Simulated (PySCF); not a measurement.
# C6H18Si4: geometry relaxation (part 1 of 3)

- system: C6H18Si4
- method: PBE0-D3(BJ)/def2-SVP geometry optimisation, gas phase (PySCF 2.14.0)

It belongs to a series of runs on one base structure; here: constitutional isomer.

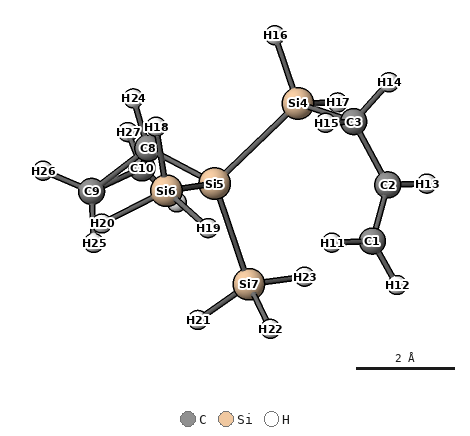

Fig. 1: The structure as given in the input (ball-and-stick view, seen at a tilt; atoms are numbered from 1 in the order of the input). Bond lengths as drawn: C–C 1.34 to 1.53 Å, C–H 1.05 to 1.10 Å, C–Si 1.87 to 1.90 Å, H–Si 1.47 to 1.49 Å and Si–Si 2.33 to 2.37 Å.

Input file
```
{"job": {"xc": "PBE0", "basis": "def2-SVP", "d3": "d3bj", "grid": 1, "shake": 0.01, "kind": "geom"}, "charge": 0, "multiplicity": 1}
C      2.783780    -1.906110    -0.298970
C      2.815730    -0.876640    -1.158830
C      2.770410     0.558340    -0.790320
Si     1.074630     1.288160    -1.081230
Si    -0.396170     0.210500     0.425710
Si     0.428310     0.287660     2.629710
Si    -0.988320    -1.937920    -0.264630
C     -1.927430     1.332390     0.460880
C     -3.226630     0.833910     1.085620
C     -3.127130     1.026110    -0.399870
H      2.721980    -1.719270     0.770890
H      2.772490    -2.905720    -0.621340
H      2.832410    -1.060000    -2.229980
H      3.500720     1.117520    -1.367190
H      3.050580     0.671260     0.269480
H      1.178790     2.757350    -0.907660
H      0.741950     1.113250    -2.509040
H      1.025100     1.583340     2.975260
H      1.487520    -0.720740     2.838820
H     -0.599540     0.028180     3.669740
H     -2.395770    -2.311880     0.046460
H     -0.142240    -2.971930     0.350650
H     -0.861910    -2.089410    -1.738060
H     -1.754720     2.387070     0.615150
H     -3.240020    -0.196960     1.443270
H     -3.843160     1.527910     1.639000
H     -3.665950     1.835680    -0.839010
H     -3.079630     0.157610    -1.026930
```

The first line tells a small driver script what to run in PySCF; the rest is the geometry in Å.

Run on 1 CPU thread, shared host.

Command:
```bash
OMP_NUM_THREADS=1 python <driver script> task.json out
```

The program's output
```
step   0  E = -1396.10450575  max force = 0.035427
step   1  E = -1396.11365394  max force = 0.008049
step   2  E = -1396.11415840  max force = 0.002477
step   3  E = -1396.11413925  max force = 0.005761
step   4  E = -1396.11433244  max force = 0.001685
step   5  E = -1396.11441276  max force = 0.000670
step   6  E = -1396.11451562  max force = 0.001568
step   7  E = -1396.11461816  max force = 0.001426
step   8  E = -1396.11467909  max force = 0.001320
step   9  E = -1396.11471566  max force = 0.000374
step  10  E = -1396.11474376  max force = 0.000802
step  11  E = -1396.11476610  max force = 0.000853
step  12  E = -1396.11479283  max force = 0.000414
step  13  E = -1396.11481113  max force = 0.000333
step  14  E = -1396.11482545  max force = 0.000499
step  15  E = -1396.11483217  max force = 0.000492
step  16  E = -1396.11483080  max force = 0.000515
step  17  E = -1396.11482934  max force = 0.000404
step  18  E = -1396.11483071  max force = 0.000223
optimisation converged
```

Trajectory as extended XYZ (Å, eV, eV/Å), 19 frames, from step=0 to step=18
```
28
Properties=species:S:1:pos:R:3:forces:R:3 step=0 energy=-37989.93863
C     2.7838   -1.9061   -0.2990   -0.1708   1.8217   0.0884
C     2.8157   -0.8766   -1.1588   -0.0603  -0.3258   0.3131
C     2.7704    0.5583   -0.7903    0.4192  -0.4000   0.5458
Si    1.0746    1.2882   -1.0812   -0.0043  -0.1563   0.3011
Si   -0.3962    0.2105    0.4257   -0.3315   0.9331   0.0306
Si    0.4283    0.2877    2.6297   -0.0133  -0.3768  -0.1673
Si   -0.9883   -1.9379   -0.2646   -0.0850  -0.1233  -0.2371
C    -1.9274    1.3324    0.4609   -0.6730  -0.7292   0.1587
C    -3.2266    0.8339    1.0856    0.5781  -0.2646  -0.8482
C    -3.1271    1.0261   -0.3999    0.4102  -0.1561   0.9559
H     2.7220   -1.7193    0.7709    0.0858  -0.0107   0.2826
H     2.7725   -2.9057   -0.6213    0.0134  -1.5908  -0.5517
H     2.8324   -1.0600   -2.2300    0.0347  -0.2853  -0.3650
H     3.5007    1.1175   -1.3672    0.3791   0.3657  -0.3547
H     3.0506    0.6713    0.2695   -0.0922   0.1545   0.0687
H     1.1788    2.7574   -0.9077   -0.1861   0.3015   0.2737
H     0.7419    1.1133   -2.5090   -0.2827  -0.2163  -0.3490
H     1.0251    1.5833    2.9753    0.1961   0.5813  -0.0411
H     1.4875   -0.7207    2.8388    0.3007  -0.2880   0.0136
H    -0.5995    0.0282    3.6697   -0.3165  -0.0830  -0.0132
H    -2.3958   -2.3119    0.0465   -0.2036   0.1338   0.1600
H    -0.1422   -2.9719    0.3507    0.3166  -0.2350   0.2517
H    -0.8619   -2.0894   -1.7381    0.0760   0.0956  -0.2036
H    -1.7547    2.3871    0.6151    0.3207   0.5407   0.0814
H    -3.2400   -0.1970    1.4433   -0.0729  -0.0677   0.1610
H    -3.8432    1.5279    1.6390   -0.1664   0.2838   0.3059
H    -3.6660    1.8357   -0.8390   -0.4417   0.8241  -0.3955
H    -3.0796    0.1576   -1.0269   -0.0302  -0.7271  -0.4659
28
Properties=species:S:1:pos:R:3:forces:R:3 step=1 energy=-37990.18757
C     2.7960   -1.9441   -0.2633   -0.0283  -0.4139  -0.1104
C     2.8777   -0.9240   -1.1202   -0.0376   0.0290  -0.0792
C     2.8821    0.5178   -0.7402    0.0311   0.0329   0.0245
Si    1.1560    1.2702   -0.9973   -0.1704   0.0653  -0.0752
Si   -0.4459    0.3102    0.4254    0.0547  -0.1010  -0.0228
Si    0.4482    0.2815    2.5936   -0.1144   0.0428  -0.0075
Si   -0.9599   -1.8768   -0.2733    0.0553   0.0650   0.0552
C    -2.0221    1.3497    0.4319    0.0637   0.1535   0.0718
C    -3.3147    0.8254    1.0131    0.0064   0.0345   0.0137
C    -3.1954    1.0312   -0.4586   -0.0882   0.0130  -0.1976
H     2.7608   -1.7849    0.8174    0.0249   0.0178   0.0687
H     2.7596   -2.9871   -0.6143    0.0006   0.2791   0.0820
H     2.8912   -1.1382   -2.1975    0.0140  -0.0058   0.0346
H     3.6153    1.0890   -1.3367   -0.0777  -0.0002   0.0033
H     3.1531    0.6452    0.3198    0.0197   0.0146   0.0501
H     1.1690    2.7477   -0.7302    0.0615  -0.0051  -0.0356
H     0.7313    1.0534   -2.4193    0.0363   0.0474  -0.0116
H     1.0291    1.6262    2.9112   -0.0170  -0.0055   0.0428
H     1.5278   -0.7352    2.7830    0.0135  -0.0241  -0.0474
H    -0.6518   -0.0140    3.5643    0.0299   0.0089   0.0648
H    -2.3800   -2.1968    0.0813   -0.0195  -0.0291  -0.0125
H    -0.0796   -2.8808    0.3915    0.0148  -0.0310   0.0229
H    -0.8048   -2.0061   -1.7539   -0.0165  -0.0194  -0.0344
H    -1.8403    2.4210    0.5966   -0.0062  -0.0778  -0.0093
H    -3.3349   -0.2021    1.3889   -0.0035  -0.0088   0.0204
H    -3.9400    1.5230    1.5811    0.0718  -0.0524  -0.0085
H    -3.7394    1.8680   -0.9133    0.0790  -0.0671   0.0462
H    -3.1378    0.1475   -1.1063    0.0023   0.0372   0.0506
28
Properties=species:S:1:pos:R:3:forces:R:3 step=2 energy=-37990.20129
C     2.7437   -1.9722   -0.2858    0.0161   0.0472   0.0630
C     2.8336   -0.9272   -1.1145    0.0020   0.0033  -0.1274
C     2.8615    0.5159   -0.7298    0.0369  -0.1102   0.1262
Si    1.1488    1.2921   -0.9981   -0.0956   0.0232  -0.0284
Si   -0.4375    0.3209    0.4305    0.0582  -0.0391  -0.0048
Si    0.4367    0.3025    2.6082   -0.0465   0.0127  -0.0037
Si   -0.9227   -1.8763   -0.2559    0.0378   0.0000   0.0239
C    -2.0105    1.3569    0.4266    0.0260   0.0124   0.0229
C    -3.2976    0.8184    1.0009   -0.0106   0.0186  -0.0353
C    -3.1744    1.0254   -0.4727   -0.0419   0.0018  -0.0411
H     2.7311   -1.8429    0.8014   -0.0058   0.0017   0.0056
H     2.6855   -2.9963   -0.6649    0.0086   0.0453  -0.0018
H     2.8412   -1.1257   -2.1939   -0.0150  -0.0043  -0.0207
H     3.5964    1.0802   -1.3280   -0.0067  -0.0185  -0.0187
H     3.1347    0.6409    0.3317   -0.0027   0.0088  -0.0009
H     1.1895    2.7694   -0.7363    0.0328  -0.0043  -0.0144
H     0.7380    1.0835   -2.4250    0.0080   0.0313  -0.0021
H     1.0062    1.6480    2.9421   -0.0132  -0.0007   0.0224
H     1.5269   -0.7077    2.7806    0.0084  -0.0078  -0.0272
H    -0.6501   -0.0098    3.5901    0.0193   0.0007   0.0132
H    -2.3410   -2.2179    0.0907   -0.0062  -0.0076  -0.0074
H    -0.0337   -2.8669    0.4223   -0.0175   0.0051   0.0094
H    -0.7614   -2.0193   -1.7366   -0.0086  -0.0071   0.0025
H    -1.8366    2.4273    0.5912    0.0023  -0.0106   0.0024
H    -3.3096   -0.2095    1.3775    0.0037   0.0039   0.0067
H    -3.9257    1.5086    1.5705   -0.0046  -0.0040   0.0075
H    -3.7176    1.8566   -0.9314    0.0031   0.0003   0.0152
H    -3.1049    0.1418   -1.1164    0.0115  -0.0019   0.0129
28
Properties=species:S:1:pos:R:3:forces:R:3 step=3 energy=-37990.20077
C     2.7147   -1.9467   -0.2679    0.0430   0.0138  -0.0609
C     2.7986   -0.9353   -1.1386    0.0062   0.0600   0.2962
C     2.8470    0.5026   -0.7396    0.0198   0.0377  -0.1164
Si    1.1427    1.3035   -1.0010    0.0219  -0.0006   0.0138
Si   -0.4307    0.3190    0.4320    0.0162   0.0243  -0.0013
Si    0.4296    0.2929    2.6152    0.0200  -0.0080   0.0034
Si   -0.9006   -1.8835   -0.2475    0.0035  -0.0348   0.0033
C    -1.9996    1.3586    0.4247   -0.0225  -0.0681  -0.0193
C    -3.2906    0.8211    0.9881    0.0037  -0.0141  -0.0414
C    -3.1592    1.0330   -0.4849    0.0155  -0.0054   0.0637
H     2.7305   -1.7795    0.8154   -0.0135   0.0137  -0.0665
H     2.6378   -2.9772   -0.6092   -0.0035  -0.1662  -0.0312
H     2.7846   -1.1500   -2.2149   -0.0228   0.0062   0.0270
H     3.5793    1.0620   -1.3436    0.0387   0.0308  -0.0163
H     3.1311    0.6194    0.3209   -0.0157  -0.0256  -0.0560
H     1.2162    2.7781   -0.7347   -0.0075   0.0039   0.0104
H     0.7350    1.1165   -2.4312   -0.0192   0.0086   0.0014
H     0.9890    1.6354    2.9765   -0.0073   0.0026   0.0014
H     1.5296   -0.7131    2.7574    0.0008   0.0111   0.0004
H    -0.6417   -0.0443    3.6062    0.0019  -0.0112  -0.0229
H    -2.3195   -2.2363    0.0903    0.0031   0.0128  -0.0024
H    -0.0128   -2.8666    0.4445   -0.0239   0.0191   0.0033
H    -0.7339   -2.0390   -1.7273    0.0038   0.0018   0.0205
H    -1.8234    2.4263    0.5943    0.0099   0.0406   0.0077
H    -3.3047   -0.2079    1.3621   -0.0032   0.0069  -0.0035
H    -3.9173    1.5091    1.5597   -0.0413   0.0239   0.0136
H    -3.6949    1.8671   -0.9427   -0.0366   0.0420  -0.0144
H    -3.0861    0.1515   -1.1293    0.0092  -0.0259  -0.0132
28
Properties=species:S:1:pos:R:3:forces:R:3 step=4 energy=-37990.20603
C     2.7359   -1.9642   -0.2872    0.0319   0.0448  -0.0003
C     2.8106   -0.9329   -1.1346   -0.0003   0.0191   0.0867
C     2.8512    0.5054   -0.7378    0.0070  -0.0106  -0.0422
Si    1.1425    1.3011   -0.9961    0.0226  -0.0142   0.0110
Si   -0.4342    0.3198    0.4368    0.0034   0.0298  -0.0042
Si    0.4238    0.2975    2.6205    0.0194  -0.0045   0.0010
Si   -0.9060   -1.8842   -0.2364    0.0021  -0.0229   0.0021
C    -2.0042    1.3602    0.4237   -0.0196  -0.0486  -0.0122
C    -3.2985    0.8268    0.9854    0.0066   0.0003  -0.0161
C    -3.1632    1.0344   -0.4870    0.0115   0.0057   0.0251
H     2.7515   -1.8166    0.7981   -0.0147  -0.0018  -0.0169
H     2.6667   -2.9906   -0.6495    0.0013  -0.0689  -0.0163
H     2.7958   -1.1361   -2.2130   -0.0211   0.0027  -0.0002
H     3.5802    1.0679   -1.3443    0.0197   0.0074  -0.0046
H     3.1370    0.6239    0.3211   -0.0090  -0.0067  -0.0175
H     1.2130    2.7761   -0.7308   -0.0029   0.0008   0.0084
H     0.7332    1.1116   -2.4256   -0.0161   0.0113   0.0011
H     0.9828    1.6406    2.9802   -0.0083   0.0025   0.0022
H     1.5232   -0.7084    2.7665    0.0033   0.0076  -0.0043
H    -0.6501   -0.0380    3.6088   -0.0004  -0.0119  -0.0154
H    -2.3259   -2.2325    0.1009    0.0019   0.0112  -0.0015
H    -0.0214   -2.8656    0.4605   -0.0106   0.0106   0.0074
H    -0.7374   -2.0449   -1.7149    0.0035   0.0002   0.0121
H    -1.8267    2.4287    0.5908    0.0056   0.0199   0.0045
H    -3.3153   -0.2010    1.3623   -0.0040   0.0027  -0.0008
H    -3.9261    1.5180    1.5536   -0.0209   0.0078   0.0026
H    -3.6975    1.8690   -0.9478   -0.0174   0.0177  -0.0063
H    -3.0901    0.1508   -1.1293    0.0055  -0.0120  -0.0052
28
Properties=species:S:1:pos:R:3:forces:R:3 step=5 energy=-37990.20821
C     2.7439   -1.9744   -0.2976    0.0126   0.0229   0.0036
C     2.8063   -0.9362   -1.1374    0.0008  -0.0051   0.0070
C     2.8520    0.5017   -0.7420   -0.0138  -0.0058  -0.0140
Si    1.1436    1.3039   -0.9889    0.0257  -0.0155   0.0043
Si   -0.4342    0.3236    0.4429   -0.0175   0.0344  -0.0046
Si    0.4221    0.3001    2.6263    0.0188  -0.0016   0.0010
Si   -0.9012   -1.8837   -0.2209   -0.0013  -0.0137   0.0046
C    -2.0070    1.3617    0.4224   -0.0179  -0.0218  -0.0036
C    -3.3068    0.8320    0.9758    0.0106  -0.0042   0.0010
C    -3.1610    1.0374   -0.4954    0.0111   0.0095   0.0005
H     2.7658   -1.8367    0.7885    0.0019   0.0033  -0.0019
H     2.6751   -2.9994   -0.6682   -0.0043  -0.0172  -0.0035
H     2.7769   -1.1350   -2.2165   -0.0078  -0.0026  -0.0031
H     3.5787    1.0629   -1.3535    0.0087  -0.0073   0.0023
H     3.1451    0.6185    0.3145   -0.0052   0.0059   0.0012
H     1.2201    2.7778   -0.7191    0.0001  -0.0016   0.0105
H     0.7258    1.1225   -2.4170   -0.0110   0.0089  -0.0002
H     0.9695    1.6453    2.9953   -0.0079   0.0017   0.0019
H     1.5292   -0.6983    2.7649    0.0049   0.0079  -0.0031
H    -0.6501   -0.0514    3.6102   -0.0023  -0.0132  -0.0071
H    -2.3232   -2.2276    0.1116   -0.0013   0.0079  -0.0014
H    -0.0217   -2.8589    0.4901   -0.0036   0.0022   0.0073
H    -0.7248   -2.0553   -1.6967    0.0050  -0.0029   0.0037
H    -1.8291    2.4307    0.5894    0.0018   0.0057   0.0030
H    -3.3293   -0.1951    1.3540   -0.0012   0.0006  -0.0010
H    -3.9387    1.5251    1.5380   -0.0038   0.0022  -0.0026
H    -3.6918    1.8728   -0.9599   -0.0028   0.0023  -0.0049
H    -3.0844    0.1528   -1.1363   -0.0003  -0.0032  -0.0009
28
Properties=species:S:1:pos:R:3:forces:R:3 step=6 energy=-37990.21101
C     2.7507   -1.9906   -0.3132   -0.0041   0.0098   0.0211
C     2.7868   -0.9475   -1.1480   -0.0044  -0.0330  -0.0807
C     2.8500    0.4894   -0.7541   -0.0270   0.0036   0.0031
Si    1.1469    1.3126   -0.9739    0.0250  -0.0196  -0.0105
Si   -0.4334    0.3348    0.4557   -0.0286   0.0338  -0.0039
Si    0.4194    0.3055    2.6392    0.0130   0.0007  -0.0002
Si   -0.8903   -1.8803   -0.1889   -0.0074   0.0014   0.0071
C    -2.0104    1.3672    0.4194   -0.0039   0.0133   0.0047
C    -3.3187    0.8376    0.9527    0.0010  -0.0067   0.0164
C    -3.1503    1.0426   -0.5159    0.0077   0.0097  -0.0175
H     2.8061   -1.8538    0.7714    0.0059  -0.0172   0.0208
H     2.6676   -3.0159   -0.6849    0.0006   0.0448   0.0117
H     2.7214   -1.1430   -2.2263   -0.0025  -0.0009  -0.0061
H     3.5731    1.0444   -1.3762   -0.0014  -0.0165   0.0079
H     3.1602    0.6018    0.2975    0.0010   0.0162   0.0193
H     1.2421    2.7830   -0.6911    0.0051  -0.0051   0.0147
H     0.7096    1.1534   -2.3990   -0.0027   0.0043  -0.0013
H     0.9372    1.6554    3.0324   -0.0070   0.0022   0.0007
H     1.5469   -0.6724    2.7587    0.0071   0.0087   0.0002
H    -0.6463   -0.0875    3.6138   -0.0020  -0.0132   0.0030
H    -2.3177   -2.2138    0.1297   -0.0032   0.0014  -0.0027
H    -0.0243   -2.8432    0.5540    0.0049  -0.0076   0.0047
H    -0.6938   -2.0764   -1.6584    0.0071  -0.0065  -0.0047
H    -1.8356    2.4369    0.5885   -0.0045  -0.0129   0.0024
H    -3.3480   -0.1894    1.3307    0.0030  -0.0007  -0.0018
H    -3.9612    1.5302    1.5040    0.0135  -0.0024  -0.0077
H    -3.6751    1.8781   -0.9883    0.0104  -0.0147  -0.0021
H    -3.0622    0.1574   -1.1550   -0.0066   0.0072   0.0011
28
Properties=species:S:1:pos:R:3:forces:R:3 step=7 energy=-37990.21380
C     2.7430   -2.0098   -0.3260   -0.0187  -0.0456  -0.0049
C     2.7490   -0.9657   -1.1606   -0.0025  -0.0233  -0.0733
C     2.8432    0.4705   -0.7713   -0.0276   0.0109   0.0237
Si    1.1528    1.3272   -0.9559    0.0129  -0.0163  -0.0260
Si   -0.4305    0.3539    0.4718   -0.0283   0.0206  -0.0002
Si    0.4194    0.3180    2.6557    0.0018   0.0034  -0.0029
Si   -0.8694   -1.8727   -0.1483   -0.0124   0.0142   0.0052
C    -2.0136    1.3757    0.4152    0.0140   0.0362   0.0078
C    -3.3298    0.8397    0.9203   -0.0125  -0.0093   0.0197
C    -3.1321    1.0477   -0.5444    0.0044   0.0041  -0.0181
H     2.8447   -1.8846    0.7566    0.0138   0.0206   0.0133
H     2.6363   -3.0328   -0.6995    0.0000   0.0569   0.0176
H     2.6337   -1.1602   -2.2350    0.0052  -0.0068  -0.0007
H     3.5641    1.0125   -1.4079   -0.0083  -0.0212   0.0076
H     3.1761    0.5777    0.2737    0.0069   0.0194   0.0219
H     1.2788    2.7913   -0.6532    0.0082  -0.0069   0.0162
H     0.6907    1.2001   -2.3767    0.0050   0.0001  -0.0013
H     0.8890    1.6750    3.0821   -0.0055   0.0034  -0.0007
H     1.5801   -0.6232    2.7490    0.0085   0.0084   0.0036
H    -0.6318   -0.1382    3.6185    0.0010  -0.0095   0.0091
H    -2.3041   -2.1966    0.1472   -0.0040  -0.0054  -0.0038
H    -0.0221   -2.8183    0.6370    0.0077  -0.0124   0.0008
H    -0.6420   -2.1016   -1.6081    0.0067  -0.0075  -0.0077
H    -1.8467    2.4462    0.5888   -0.0086  -0.0207   0.0027
H    -3.3632   -0.1879    1.2960    0.0044  -0.0015  -0.0018
H    -3.9878    1.5285    1.4583    0.0220  -0.0032  -0.0084
H    -3.6513    1.8813   -1.0267    0.0154  -0.0208   0.0002
H    -3.0259    0.1632   -1.1820   -0.0093   0.0122   0.0005
28
Properties=species:S:1:pos:R:3:forces:R:3 step=8 energy=-37990.21546
C     2.7248   -2.0255   -0.3260   -0.0095   0.0057   0.0234
C     2.7041   -0.9893   -1.1699   -0.0025  -0.0312  -0.0679
C     2.8330    0.4469   -0.7901   -0.0173   0.0069   0.0195
Si    1.1599    1.3406   -0.9429   -0.0019  -0.0073  -0.0305
Si   -0.4269    0.3735    0.4839   -0.0162  -0.0039   0.0044
Si    0.4227    0.3318    2.6680   -0.0057   0.0046  -0.0044
Si   -0.8485   -1.8634   -0.1168   -0.0157   0.0178  -0.0002
C    -2.0154    1.3844    0.4116    0.0230   0.0328   0.0048
C    -3.3365    0.8373    0.8894   -0.0184  -0.0100   0.0093
C    -3.1129    1.0534   -0.5707    0.0021  -0.0028  -0.0018
H     2.8770   -1.8786    0.7480    0.0103  -0.0270   0.0187
H     2.5914   -3.0526   -0.6780    0.0009   0.0502   0.0110
H     2.5390   -1.1900   -2.2367    0.0091   0.0017  -0.0050
H     3.5534    0.9712   -1.4419   -0.0081  -0.0143   0.0007
H     3.1880    0.5515    0.2482    0.0088   0.0128   0.0094
H     1.3226    2.7961   -0.6181    0.0059  -0.0052   0.0128
H     0.6762    1.2471   -2.3593    0.0092  -0.0025  -0.0008
H     0.8373    1.6959    3.1269   -0.0043   0.0051  -0.0024
H     1.6213   -0.5634    2.7351    0.0065   0.0078   0.0061
H    -0.6059   -0.1923    3.6211    0.0035  -0.0038   0.0078
H    -2.2900   -2.1817    0.1516   -0.0024  -0.0076  -0.0034
H    -0.0208   -2.7949    0.7064    0.0049  -0.0094  -0.0026
H    -0.5883   -2.1211   -1.5662    0.0032  -0.0041  -0.0050
H    -1.8586    2.4549    0.5932   -0.0086  -0.0126   0.0037
H    -3.3705   -0.1922    1.2596    0.0041  -0.0007  -0.0012
H    -4.0087    1.5195    1.4178    0.0160   0.0006  -0.0041
H    -3.6282    1.8852   -1.0597    0.0091  -0.0121  -0.0005
H    -2.9888    0.1723   -1.2097   -0.0061   0.0085  -0.0019
```
